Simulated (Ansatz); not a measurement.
```sh
ansatz run in.yaml --threads 2 --pin off --events-out ev --progress --plain --max-ram 4352MiB
```

```yaml
crystal:
  periodic: [false, false, false]
  atoms:
    - {symbol: F, position_ang: [-0.819930, 1.741805, -0.078859]}
    - {symbol: C, position_ang: [-0.018852, 0.798203, 0.553812]}
    - {symbol: Si, position_ang: [0.026706, -0.766748, -0.476501]}
    - {symbol: F, position_ang: [0.834367, -1.854782, 0.351834]}
    - {symbol: F, position_ang: [0.820701, -0.497841, -1.821434]}
    - {symbol: H, position_ang: [-0.431127, 0.603217, 1.549986]}
    - {symbol: H, position_ang: [0.983412, 1.220490, 0.684034]}
    - {symbol: H, position_ang: [-1.303076, -1.301544, -0.818672]}
basis:
  gaussian: {orbitals: def2-TZVPP}
hamiltonian: {xc: {name: BHLYP}, dispersion: d4}
output: {orbitals: {seedname: orbitals}}
```

Describe the molecule in this file.

The molecule is CH₃F₃Si. As SMILES it reads `FC[SiH](F)F`. It has no ring. Among its groups: C–F bond, Si–H bond. This geometry has C1 symmetry. Coordination: 1 C tetrahedral; 1 Si tetrahedral.

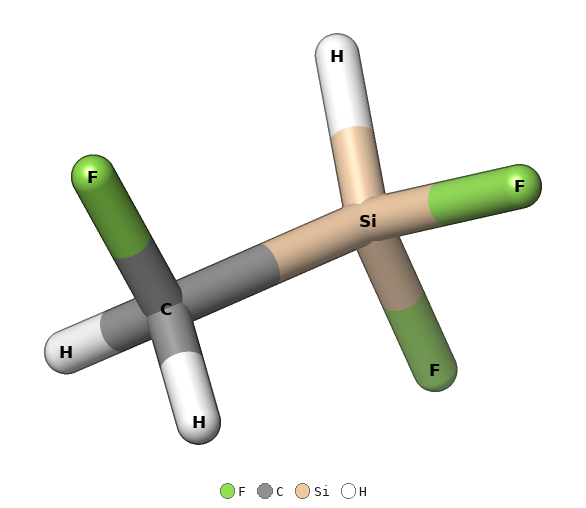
